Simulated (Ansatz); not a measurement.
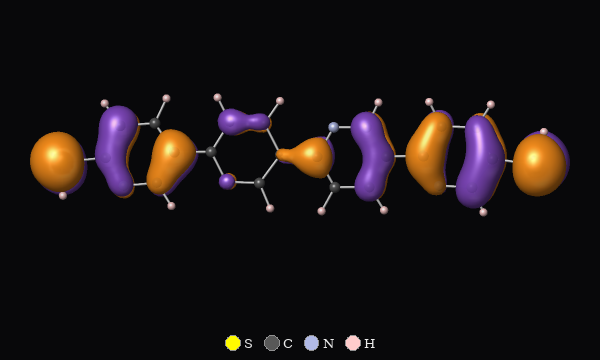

C20H14N4S2 (SMILES Sc1ccc(-c2ccc(-c3ccc(-c4ccc(S)nc4)nc3)nc2)nc1). The HOMO−1 at ±0.06 Å⁻³ᐟ² (orange and purple are the two phases), seen across its widest extent.

Geometry: PBE-D4/def2-SVP; not at a stationary point (largest force 0.8 eV/Å).

Method: RKS PBE0-D4/def2-TZVP in Ansatz 0.2.0.

```xyz
40

S    -9.3590    0.8387   -0.9916
C    -7.6224    0.7521   -0.6708
C    -6.9941    1.2679    0.4804
C    -5.6112    1.1369    0.6198
C    -4.8625    0.4895   -0.3907
C    -3.3948    0.3116   -0.3139
C    -2.6909   -0.2796   -1.3860
C    -1.3093   -0.4384   -1.3068
C    -0.6238   -0.0017   -0.1478
C     0.8426   -0.1251    0.0114
C     1.4620    0.2483    1.2242
C     2.8423    0.1268    1.3654
C     3.6120   -0.3721    0.2869
C     5.0809   -0.5358    0.3616
C     5.8412   -0.2736    1.5247
C     7.2232   -0.4519    1.5117
C     7.8268   -0.8970    0.3125
S     9.5837   -1.1321    0.2672
N     7.1276   -1.1538   -0.8044
C     5.8019   -0.9780   -0.7733
N     3.0230   -0.7215   -0.8803
C     1.7025   -0.6009   -1.0068
N    -1.2958    0.5545    0.8863
C    -2.6174    0.7009    0.8023
N    -5.4736    0.0006   -1.4946
C    -6.7907    0.1244   -1.6309
H    -9.6895    1.4961    0.1550
H    -7.5813    1.7722    1.2639
H    -5.1216    1.5449    1.5152
H    -3.2629   -0.6064   -2.2663
H    -0.7672   -0.9043   -2.1415
H     0.8251    0.6328    2.0338
H     3.3184    0.4222    2.3110
H     5.3572    0.0676    2.4521
H     7.8278   -0.2542    2.4092
H     9.5679   -1.5326   -1.0358
H     5.2406   -1.1939   -1.6972
H     1.2944   -0.8974   -1.9894
H    -3.0976    1.1560    1.6869
H    -7.2354   -0.2938   -2.5532
```

**Where does this orbital lie, and at what energy?**

Its weight (Hirshfeld) is mainly on S1 (about 20 %), S18 (about 15 %), C2 (about 5 %) and C5 (about 5 %). Its energy is −6.61 eV.
